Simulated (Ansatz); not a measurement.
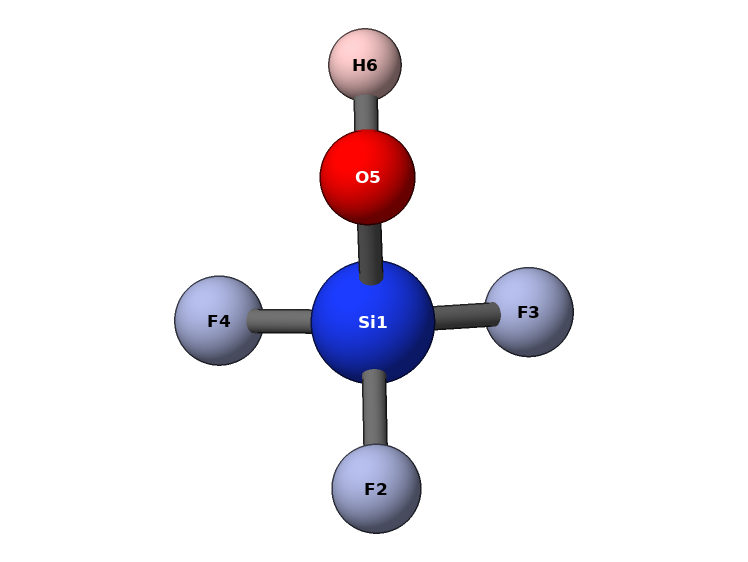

The questions are on Mulliken charges. The geometry was computed by an optimisation with PBE0-D4/def2-TZVP. Properties computed with RKS PBE0-D4/def2-TZVP (Ansatz 0.2.0).

Give the Mulliken charges atom by atom.

```tsv
atom	value (e)
Si1	0.97
F2	−0.27
F3	−0.28
F4	−0.28
O5	−0.48
H6	0.34
```

Mulliken values depend strongly on the basis set and can even reverse the polarity of a bond.
